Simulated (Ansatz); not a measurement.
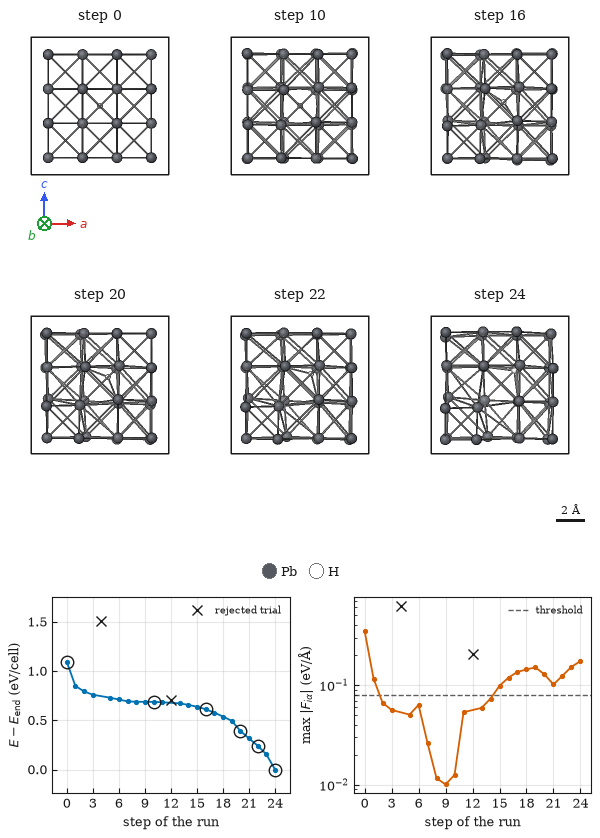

Frames of a relaxation of a defect cell of composition HPb32, marked on the history of the run. Style: ball-and-stick. Shown: the cell of the calculation (origin shifted), along the b axis.

It is an interstitial H in fcc Pb. The run prepares the start of a later molecular dynamics calculation, from a guessed geometry.

Method: DFT PBE-D3(BJ), scalar-relativistic, plane waves, PAW (Ansatz).

Input
```yaml
accuracy: low
crystal:
  lattice:
    - [9.9, 0.0, 0.0]
    - [0.0, 9.9, 0.0]
    - [0.0, 0.0, 9.9]
  atoms:
    - { symbol: Pb, position: [0.5, 0.0, 0.0] }
    - { symbol: Pb, position: [0.75, 0.25, 0.0] }
    - { symbol: Pb, position: [0.75, 0.0, 0.25] }
    - { symbol: Pb, position: [0.0, 0.0, 0.0] }
    - { symbol: Pb, position: [0.25, 0.25, 0.0] }
    - { symbol: Pb, position: [0.5, 0.5, 0.0] }
    - { symbol: Pb, position: [0.75, 0.75, 0.0] }
    - { symbol: Pb, position: [0.25, 0.0, 0.25] }
    - { symbol: Pb, position: [0.5, 0.25, 0.25] }
    - { symbol: Pb, position: [0.75, 0.5, 0.25] }
    - { symbol: Pb, position: [0.5, 0.0, 0.5] }
    - { symbol: Pb, position: [0.75, 0.25, 0.5] }
    - { symbol: Pb, position: [0.75, 0.0, 0.75] }
    - { symbol: Pb, position: [0.0, 0.5, 0.0] }
    - { symbol: Pb, position: [0.25, 0.75, 0.0] }
    - { symbol: Pb, position: [0.0, 0.25, 0.25] }
    - { symbol: Pb, position: [0.25, 0.5, 0.25] }
    - { symbol: Pb, position: [0.5, 0.75, 0.25] }
    - { symbol: Pb, position: [0.0, 0.0, 0.5] }
    - { symbol: Pb, position: [0.25, 0.25, 0.5] }
    - { symbol: Pb, position: [0.5, 0.5, 0.5] }
    - { symbol: Pb, position: [0.75, 0.75, 0.5] }
    - { symbol: Pb, position: [0.25, 0.0, 0.75] }
    - { symbol: Pb, position: [0.5, 0.25, 0.75] }
    - { symbol: Pb, position: [0.75, 0.5, 0.75] }
    - { symbol: Pb, position: [0.0, 0.75, 0.25] }
    - { symbol: Pb, position: [0.0, 0.5, 0.5] }
    - { symbol: Pb, position: [0.25, 0.75, 0.5] }
    - { symbol: Pb, position: [0.0, 0.25, 0.75] }
    - { symbol: Pb, position: [0.25, 0.5, 0.75] }
    - { symbol: Pb, position: [0.5, 0.75, 0.75] }
    - { symbol: Pb, position: [0.0, 0.75, 0.75] }
    - { symbol: H, position: [0.376612, 0.3759641, 0.6266106] }
basis:
  ecutwfc: 420.0
kpoints:
  mp_grid: { grid: [1, 1, 1] }
hamiltonian:
  xc: pbe
  dispersion: d3bj
scf:
  occupations: { method: fermi_dirac, width: 0.15 }
  lower_state_search: "off"
relax:
  f_tol: 0.08
  max_steps: 25
  adjacent_minimum: "off"
```

Run as
```bash
ansatz run input.yaml --threads 4 --pin off --max-ram 10240MiB --backend cpu --events-out ev --progress --plain --runs-dir out
```

**Describe the path.**

The relaxation stopped without meeting its thresholds, so the last structure isn't shown to be converged. It used up its limit of 25 steps. Over 22 accepted moves (24 points after the start) the energy falls by 1.093 eV per cell of the calculation. Largest force component: 0.35 eV/Å at the start, 0.17 eV/Å at the end. The line search rejected the trial steps at points 4, 12 of the run. The forces were under the threshold at step 2, but the run went on from there. The largest move is that of H33, 1.72 Å along [1 1 1]. Largest moves by element: H 1.72 Å, Pb 0.52 Å. The cell stays as it was. Some distances before and after: Pb20–H33 2.167 → 4.304 Å, Pb20–Pb24 3.500 → 4.336 Å, Pb19–Pb23 3.500 → 4.143 Å, Pb19–Pb29 3.500 → 4.123 Å. Bond angles that change, for instance: Pb16–Pb20–Pb17 60.0° → 74.5°, Pb17–Pb20–Pb27 60.0° → 74.4°, Pb8–Pb20–Pb27 120.0° → 133.5°. From step 0 to 10: Pb atoms move most (0.22 Å), energy −0.407 eV per cell of the calculation. From step 10 to 16: H33 moves most (0.42 Å), energy −74.7 meV per cell of the calculation. From step 16 to 20: H33 moves most (0.51 Å), energy −0.219 eV per cell of the calculation. From step 20 to 22: H33 moves most (0.39 Å), energy −0.150 eV per cell of the calculation. From step 22 to 24: H33 moves most (0.39 Å), energy −0.242 eV per cell of the calculation.

Limits of the set-up: the program's low-accuracy preset was used.
